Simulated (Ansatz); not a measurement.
# How CeO2 (Fm-3m) expands on warming

How much does CeO2 expand with temperature?

Calculated with Ansatz 0.2.0; DFT PBEsol, scalar-relativistic, plane waves, PAW.

## (1) The starting structure

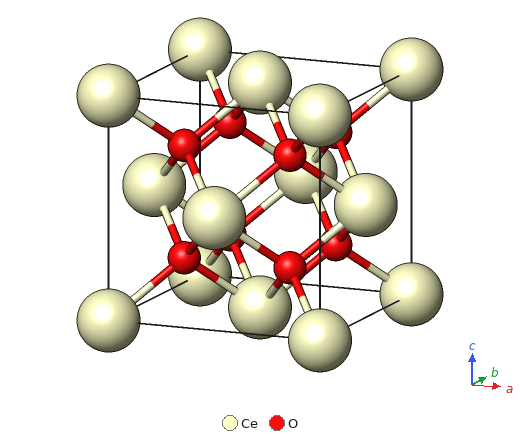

The starting structure, seen from a free direction (cerium light yellow, oxygen red). This picture shows the conventional cell, with its axes. Some periodic images of atoms are drawn too.

Coordinates:

```cif
data_structure
_symmetry_space_group_name_H-M 'Fm-3m'
_symmetry_Int_Tables_number 225
_cell_length_a 5.4073
_cell_length_b 5.4073
_cell_length_c 5.4073
_cell_angle_alpha 90.000
_cell_angle_beta 90.000
_cell_angle_gamma 90.000
_cell_volume 158.10
loop_
_atom_site_label
_atom_site_type_symbol
_atom_site_symmetry_multiplicity
_atom_site_Wyckoff_symbol
_atom_site_fract_x
_atom_site_fract_y
_atom_site_fract_z
_atom_site_occupancy
Ce1 Ce 4 a 0.00000 0.00000 0.00000 1
O1 O 8 c 0.25000 0.75000 0.75000 1
```

## (2) Probe on a coarse mesh

Before spending time, one coarse run tells the gap and the pressure of the starting cell.

Input file input.yaml:

```yaml
crystal:
  lattice:
    - [0.0, 2.70365, 2.70365]
    - [2.70365, 0.0, 2.70365]
    - [2.70365, 2.70365, 0.0]
  atoms:
    - { symbol: Ce, position: [0.0, 0.0, 0.0] }
    - { symbol: O, position: [0.25, 0.25, 0.25] }
    - { symbol: O, position: [0.75, 0.75, 0.75] }
kpoints:
  mp_grid: { grid: [6, 6, 6] }
hamiltonian:
  xc: pbesol
scf:
  occupations: { method: gaussian, width: 0.1 }
output:
  forces: true
  stress: true
  eigenvalues: true
```

On the command line:

```console
ansatz run input.yaml --threads 4 --pin off --max-ram 16384MiB --backend cpu --events-out ev --progress --plain --runs-dir out
```

Numbers of over 12 decimals in the logs are rounded to 6 here.

The log of the run:

```text
band count auto-derived: 22 (N_el = 24.0; filled up to band 12; 16 by the electrons, moments and atoms)
Engine: ansatz 0.2.0, aarch64-unknown-linux-gnu
Pseudopotentials: kind: paw
Pseudopotential: Ce, paw, valence charge 12, recommended cutoff 420 eV (normal), Ce.paw.azcp
Pseudopotential: O, paw, valence charge 6, recommended cutoff 420 eV (normal), O.paw.azcp
Functional definition: PBEsol
  exchange = pbesol_x
  correlation = pbesol_c
Crystal: 3 atoms, lattice volume = 39.526 Å³
Basis set: ecut = 420 eV, 749 PW (Γ), exchange–correlation on 54×54×54 points (8 copies of the dense FFT grid, shifted against one another)
Bands: 22, of which v1, the nominal top of the filled ones, is band 12 counted from 1 (11 counted from 0)
Symmetry: 48 space group operations
Space group: Fm-3m (ITA 225), of the structure as read, at distance tolerance 3.4e-5 Å
k-points: 16 of 216
Non-local potential: Ce, projectors of the file, l = 0: 3, l = 1: 2, l = 2: 2, l = 3: 3
Non-local potential: O, projectors of the file, l = 0: 2, l = 1: 2, l = 2: 1
PAW form: soft (Blöchl's): semilocal exchange-correlation on the pseudo side does not see the compensation charge
PAW frozen core: Ce, regenerated for the run's functional, and the local potential with it (the file was generated under x = pbe(κ = 0.804, μ = 0.219515), c = pbe(β = 0.066725))
PAW frozen core: O, regenerated for the run's functional, and the local potential with it (the file was generated under x = pbe(κ = 0.804, μ = 0.219515), c = pbe(β = 0.066725))
PAW one-centre angular grid: Ce, 590 points (default); XC on 64 Gauss nodes
PAW one-centre angular grid: O, 110 points (default); XC on 64 Gauss nodes
Initial density: superposition of atomic densities (neutral atoms: chi_scale 0, normalization atom), corrected by the library's trained network
Initial wavefunctions: pseudopotential atomic-orbital guess
Functional: x = pbesol(κ = 0.804, μ = 0.123457), c = pbesol(β = 0.046)
SCF iter   1: F=—  HF=-7611.946998 eV  |F-HF|=—  |Δ(HF+E_count)|=         —  Δρ=2.08e-2  dr2=1.60e-1  ethr=1.77e-3  ⟨swp⟩=5.3  Hψ=1775  notcnv=0
preconditioner: auto → none  [insulator: Δε(μ)=1.927 eV  Ē_g=11.718 eV  σ=0.100 eV  W_gap=1.00  n_scr=14 (ndim 8)  ℏωp=27.7 eV  f_vac=0.032  D(μ)=0.00/eV (n_scr^D=0)  ε∞_Penn≈6.6]
SCF iter   2: F=—  HF=-7612.061025 eV  |F-HF|=—  |Δ(HF+E_count)|=   1.14e-1  Δρ=4.53e-2  dr2=9.19e-1  ethr=6.65e-4  ⟨swp⟩=2.9  Hψ=771  notcnv=0  defer=47  recentre
SCF iter   3: F=—  HF=-7611.925978 eV  |F-HF|=—  |Δ(HF+E_count)|=   1.35e-1  Δρ=4.54e-3  dr2=5.27e-3  ethr=6.65e-4  ⟨swp⟩=2.9  Hψ=623  notcnv=0  defer=47
SCF iter   4: F=—  HF=-7611.925577 eV  |F-HF|=—  |Δ(HF+E_count)|=   4.01e-4  Δρ=3.25e-3  dr2=4.40e-3  ethr=2.20e-5  ⟨swp⟩=2.4  Hψ=601  notcnv=0  defer=47
SCF iter   5: F=—  HF=-7611.927499 eV  |F-HF|=—  |Δ(HF+E_count)|=   1.92e-3  Δρ=6.29e-3  dr2=1.74e-2  ethr=1.83e-5  ⟨swp⟩=2.0  Hψ=609  notcnv=0  defer=47  recentre
SCF iter   6: F=—  HF=-7611.925083 eV  |F-HF|=—  |Δ(HF+E_count)|=   2.42e-3  Δρ=2.66e-4  dr2=2.45e-5  ethr=1.83e-5  ⟨swp⟩=2.0  Hψ=557  notcnv=0  defer=47
SCF iter   7: F=—  HF=-7611.925070 eV  |F-HF|=—  |Δ(HF+E_count)|=   1.28e-5  Δρ=1.33e-4  dr2=8.39e-6  ethr=1.02e-7  ⟨swp⟩=2.0  Hψ=377  notcnv=0  defer=44
SCF iter   8: F=-7611.925069 eV  HF=-7611.925069 eV  |F-HF|=1.20e-8  |Δ(HF+E_count)|=   9.54e-7  Δρ=9.52e-6  dr2=2.03e-8  ethr=4.17e-10  ⟨swp⟩=8.5  Hψ=1869  notcnv=0
SCF 1 converged in 8 iterations: F = -7611.925069 eV  dr2 = 2.03e-8
  greatest PAW one-centre occupation: 0.988 electrons in one spin orbital (limit 2), on the Ce atom at site 0 (counted from 0), in its partial waves of l = 0
SCF converged after 8 iterations
Free energy (F): -7611.925069 eV
Harris-Foulkes:  -7611.925069 eV  (|F-HF|=1.20e-8)
Internal energy: -7611.925069 eV  (E = F + TS)
E sigma→0 (E₀):  -7611.925069 eV
Fermi energy:    12.031687 eV
--- Per-component energies (eV) ---
  E_band       = 28.710928
  E_kinetic    = 738.131909
  E_local      = -916.853470  (includes V_loc(G=0)·N_el)
  E_nonlocal   = 34.170717
  E_hartree    = 324.367257
  E_xc         = -376.105914
  E_vxc        = -445.159879  (∫ρ·V_xc dr)
  E_paw        = -5685.321438  (= ΣΔE_a)
  E_vpaw       = -30.318265  (= ΣTr[D̂ρ^β])
  E_aug_tail   = 0.004841  (compensation charges beyond the density's cutoff)
  E_ewald      = -1730.615845
  E_core_change = 0.296871  (= ΣΔE_core)
  E_smearing   = -0.000000  (= −TS)
  E_closure    = -0.000000  (closes the sum)
  Σ components = -7611.925069   (vs F -7611.925069, Δ=0.00e0)
--- Forces (eV/Å), atoms counted from 1 ---
  atom   1  Ce    -0.00000000     0.00000000    -0.00000000
  atom   2  O     -0.00000000     0.00000000    -0.00000000
  atom   3  O      0.00000000    -0.00000000    -0.00000000
  max |Σ_I F_I| component: 1.39e-17 eV/Å
--- Stress (GPa, compression-positive) ---
       -0.976661       0.000000      -0.000000
        0.000000      -0.976661       0.000000
       -0.000000      -0.000000      -0.976661
  P = ⅓ Tr σ = -0.9767 GPa (-9.767 kbar)
--- Band table (eV; the first three rows and the last of 16) ---
  k-point 0: bands = [... 8 lower, 7.1452, 10.4628, 10.4628, 10.4628, 13.4035, 13.4035, 13.4035, 13.6780, ... 6 higher]
  k-point 1: bands = [... 8 lower, 7.8294, 10.2265, 10.3656, 10.3656, 13.3740, 13.3740, 13.4059, 13.7080, ... 6 higher]
  k-point 2: bands = [... 8 lower, 9.1307, 9.9589, 10.2623, 10.2623, 13.2990, 13.2990, 13.3556, 13.4109, ... 6 higher]
  k-point 15: bands = [... 8 lower, 9.9380, 10.1185, 10.3181, 10.4231, 13.1701, 13.2552, 13.2552, 13.4201, ... 6 higher]
```

Run time: 0.48 s. Hardware: 4 threads of Arm Neoverse V2, shared host; peak memory 0.3 GiB.

In the SCF lines HF is the Harris–Foulkes energy and dr2 the Hartree energy of the density residual, in eV; the loop may stop once dr2 is under the threshold and the program's other checks hold. Hψ counts applications of the Hamiltonian.

This step gave:

```
pressure          : -0.9767 GPa
gap on the k-mesh : 2.096 eV
volume per atom   : 13.18 Å³
```

The start is under -0.98 GPa at this level and looks like an insulator or semiconductor on this mesh.

## (3) Relaxation

Phonons are second derivatives about a minimum, so cell and atoms are relaxed first, inside the symmetry of the start.

input.yaml, the sections that differ from step 2:

```yaml
kpoints:
  mp_grid: { grid: [10, 10, 10] }
scf:
  occupations: { method: gaussian, width: 0.02 }
relax:
  adjacent_minimum: "off"
  f_tol: 0.005
  max_steps: 80
  cell: { stress_tol: 0.05 }
# crystal, hamiltonian, output: as in step 2
```

The log of the run:

```text
[...]
Crystal: 3 atoms, lattice volume = 39.526 Å³
Basis set: ecut = 420 eV, 749 PW (Γ), exchange–correlation on 54×54×54 points (8 copies of the dense FFT grid, shifted against one another)
Bands: 22, of which v1, the nominal top of the filled ones, is band 12 counted from 1 (11 counted from 0)
Symmetry: 48 space group operations
[...]
k-points: 47 of 1000
[...]
SCF iter   1: F=—  HF=-7611.945652 eV  |F-HF|=—  |Δ(HF+E_count)|=         —  Δρ=2.06e-2  dr2=1.58e-1  ethr=1.77e-3  ⟨swp⟩=6.0  Hψ=4877  notcnv=0
[...]
SCF iter   8: F=-7611.924539 eV  HF=-7611.924539 eV  |F-HF|=5.68e-8  |Δ(HF+E_count)|=   9.97e-8  Δρ=1.34e-5  dr2=6.33e-8  ethr=4.17e-10  ⟨swp⟩=8.1  Hψ=4766  notcnv=0
SCF 1 converged in 8 iterations: F = -7611.924539 eV  dr2 = 6.33e-8
[...]
relax step   1: F+E_penalty+E_count = -7611.92453906 eV  Δ(F+E_penalty+E_count) = +0.000e0 eV  max|allowed force component| = 1.696e-17 eV/Å  Δτ_max = 0.0000 Å  P = -0.980 GPa  Ω = 39.526 Å³  (8 SCF iters, dr2 threshold 1.00e-7 eV, accepted)
Crystal: 3 atoms, lattice volume = 39.183 Å³
[...]
iter 1 solved again at ethr=6.59e-6 eV; its pass at ethr=3.10e-3 eV (dr2=1.58e-3 eV) is discarded
[...]
SCF iter   6: F=-7611.926183 eV  HF=-7611.926183 eV  |F-HF|=2.55e-9  |Δ(HF+E_count)|=   4.30e-8  Δρ=2.36e-6  dr2=3.25e-9  ethr=1.25e-9  ⟨swp⟩=5.0  Hψ=4161  notcnv=0
SCF 2 converged in 6 iterations: F = -7611.926183 eV  dr2 = 3.25e-9
relax step   2: F+E_penalty+E_count = -7611.92618316 eV  Δ(F+E_penalty+E_count) = -1.644e-3 eV  max|allowed force component| = 1.395e-16 eV/Å  Δτ_max = 0.0000 Å  P = +0.747 GPa  Ω = 39.183 Å³  energy of the carried Pulay correction = +1.382e-3 eV  (6 SCF iters, dr2 threshold 3.00e-7 eV, accepted)
Crystal: 3 atoms, lattice volume = 39.330 Å³
[...]
SCF iter   4: F=-7611.925928 eV  HF=-7611.925928 eV  |F-HF|=4.84e-8  |Δ(HF+E_count)|=   2.15e-5  Δρ=1.64e-5  dr2=7.55e-8  ethr=1.25e-9  ⟨swp⟩=5.0  Hψ=5087  notcnv=0
SCF 3 converged in 4 iterations: F = -7611.925928 eV  dr2 = 7.55e-8
relax step   3: F+E_penalty+E_count = -7611.92592775 eV  Δ(F+E_penalty+E_count) = +2.554e-4 eV  max|allowed force component| = 1.326e-16 eV/Å  Δτ_max = 0.0000 Å  P = -0.005 GPa  Ω = 39.330 Å³  energy of the carried Pulay correction = +7.858e-4 eV  (4 SCF iters, dr2 threshold 3.00e-7 eV, accepted)
[...]
SCF iter   6: F=-7611.925111 eV  HF=-7611.925111 eV  |F-HF|=1.09e-11  |Δ(HF+E_count)|=  5.78e-10  Δρ=2.69e-7  dr2=1.30e-11  ethr=1.00e-12  ⟨swp⟩=5.3  Hψ=4871  notcnv=0
SCF 4 converged in 6 iterations: F = -7611.925111 eV  dr2 = 1.30e-11
relax step   4: F+E_penalty+E_count = -7611.92511117 eV  Δ(F+E_penalty+E_count) = +8.166e-4 eV  max|allowed force component| = 1.241e-16 eV/Å  Δτ_max = 0.0000 Å  P = -0.037 GPa  Ω = 39.330 Å³  stress off target by 3.74e-2 GPa  SCF on the basis re-selected at this cell (its energy is not comparable with the rows above)  (6 SCF iters)
basis re-selected at this cell: Δ(F+E_penalty+E_count) = +8.166e-4 eV, ΔP = -0.033 GPa vs the last step (what re-selecting the basis moved, of the pressure what is left beyond the Pulay correction that the steps carried, after the strain that the cell walked since its last selection, with what the two solves' SCF thresholds leave and, on support functions, any second-order correction that the steps lacked; it is no m [...]
SCF converged after 6 iterations
Free energy (F): -7611.925111 eV
[...]
Internal energy: -7611.925111 eV  (E = F + TS)
E sigma→0 (E₀):  -7611.925111 eV
Fermi energy:    12.164603 eV
[...]
--- Stress (GPa, compression-positive) ---
       -0.037445      -0.000000       0.000000
       -0.000000      -0.037445      -0.000000
        0.000000      -0.000000      -0.037445
  P = ⅓ Tr σ = -0.0374 GPa (-0.374 kbar)
--- Band table (eV; the first three rows and the last of 47) ---
  k-point 0: bands = [... 8 lower, 7.1971, 10.5362, 10.5362, 10.5362, 13.5051, 13.5051, 13.5051, 13.7835, ... 6 higher]
  k-point 1: bands = [... 8 lower, 7.4630, 10.4377, 10.4966, 10.4966, 13.4948, 13.4948, 13.5060, 13.7960, ... 6 higher]
  k-point 2: bands = [... 8 lower, 8.1476, 10.2283, 10.4087, 10.4087, 13.4611, 13.4611, 13.5085, 13.8041, ... 6 higher]
  k-point 46: bands = [... 8 lower, 10.0430, 10.1491, 10.4044, 10.4820, 13.2556, 13.3650, 13.3742, 13.5538, ... 6 higher]
--- Relaxed structure (3 steps of the walk, 3 accepted, 1 SCFs on fresh bases) ---
  F+E_penalty+E_count = -7611.92511117 eV   max|allowed force component| = 1.241e-16 eV/Å   (the final SCF, on the basis selected at the relaxed cell)
  cell:  # Å, volume = 39.3305 Å³
    - [0, 2.699187, 2.699187]
    - [2.699187, 0, 2.699187]
    - [2.699187, 2.699187, 0]
  atoms:
    - { symbol: Ce, position: [0, 0, 0] }
    - { symbol: O, position: [0.25, 0.25, 0.25] }
    - { symbol: O, position: [0.75, 0.75, 0.75] }
```

It took 2.9 s on 4 threads; peak memory 0.36 GiB; 10 s of CPU time.

The steps of the relaxation:

```tsv
step	energy less that of the first step (eV)	largest force component (eV/Å)	pressure (GPa)	volume (Å³)
1	0.0000	0.0000	-0.98	39.53
2	-0.0016	0.0000	0.75	39.18
3	-0.0014	0.0000	0.00	39.33
4*	-0.0006	0.0000	-0.04	39.33
```

Relaxation steps marked * repeat the geometry before them on a plane-wave basis chosen anew for their cell, so energy and pressure can jump there.

Forces are held to the 48 operations that the run works with; a distortion that breaks them can't arise in this run.

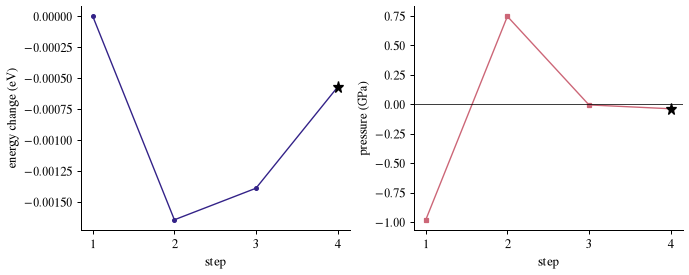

Energy and pressure along the relaxation. Stars mark steps on a basis chosen anew.

```tsv
conventional cell, symmetrised	before	after	change
a (Å)	5.407	5.398	-0.2 %
b (Å)	5.407	5.398	-0.2 %
c (Å)	5.407	5.398	-0.2 %
volume (Å³/atom)	13.18	13.11	-0.5 %
```

The relaxed structure:

```xyz
3
Lattice="0.0000 2.6992 2.6992 2.6992 0.0000 2.6992 2.6992 2.6992 0.0000" Properties=species:S:1:pos:R:3 pbc="T T T"
Ce    0.0000    0.0000    0.0000
O     1.3496    1.3496    1.3496
O     4.0488    4.0488    4.0488
```

Numbers from this step:

```
pressure          : -0.03744 GPa
gap on the k-mesh : 2.016 eV
volume per atom   : 13.11 Å³
```

## (4) Relaxing to small residual forces and stress

The thresholds are tightened for a last relaxation ahead of the phonons, and where mesh or smearing change with them the cell follows.

Input file input.yaml:

```yaml
crystal:
  lattice:
    - [0.0, 2.6991871995, 2.6991871995]
    - [2.6991871995, 0.0, 2.6991871995]
    - [2.6991871995, 2.6991871995, 0.0]
  atoms:
    - { symbol: Ce, position: [0.0, 0.0, 0.0] }
    - { symbol: O, position: [0.25, 0.25, 0.25] }
    - { symbol: O, position: [0.75, 0.75, 0.75] }
kpoints:
  mp_grid: { grid: [12, 12, 12] }
hamiltonian:
  xc: pbesol
scf:
  occupations: { method: fixed }
output:
  forces: true
  stress: true
  eigenvalues: true
relax:
  adjacent_minimum: "off"
  f_tol: 0.001
  max_steps: 60
  cell: { stress_tol: 0.01 }
```

The log of the run:

```text
[...]
Crystal: 3 atoms, lattice volume = 39.330 Å³
Basis set: ecut = 420 eV, 749 PW (Γ), exchange–correlation on 54×54×54 points (8 copies of the dense FFT grid, shifted against one another)
Bands: 16, of which v1, the nominal top of the filled ones, is band 12 counted from 1 (11 counted from 0)
Symmetry: 48 space group operations
[...]
k-points: 72 of 1728
[...]
k-point 71: bands = [... 8 lower, 10.0929, 10.0929, 10.4200, 10.4730, 13.2514, 13.3805, 13.3805, 13.6263]
--- Relaxed structure (3 steps of the walk, 3 accepted, 1 SCFs on fresh bases) ---
[...]
cell:  # Å, volume = 39.3230 Å³
    - [0, 2.699017, 2.699017]
    - [2.699017, 0, 2.699017]
    - [2.699017, 2.699017, 0]
  atoms:
    - { symbol: Ce, position: [0, 0, 0] }
    - { symbol: O, position: [0.25, 0.25, 0.25] }
    - { symbol: O, position: [0.750000, 0.750000, 0.750000] }
[key lines of the parts left out:]
SCF converged after 6 iterations
Free energy (F): -7611.925203 eV
Fermi energy:    11.181639 eV
P = ⅓ Tr σ = -0.0013 GPa (-0.013 kbar)
```

The job ended after 3.4 s (4 threads; peak memory 0.37 GiB).

Little changed from the start: no atom moved by 0.005 Å and no cell edge by 0.1 %.

Numbers from this step:

```yaml
pressure: -0.001344 GPa
gap_on_the_k_mesh: 1.994 eV
```

The residual pressure is -0.0013 GPa, small enough for phonons.

(Continued in part 2 of 2.)

[Logs are printed without paths, hosts, clocks, repeated set-up lines and the standing remarks that a program may print on its own settings, such as how far it seeks lower states.]

[Hosts, paths, dates, database ids (printed as entryN), source tags and the programs' standing remarks are cut or masked in the printed files.]

[A step with changed settings may run another functional than the one named; its input shows which.]
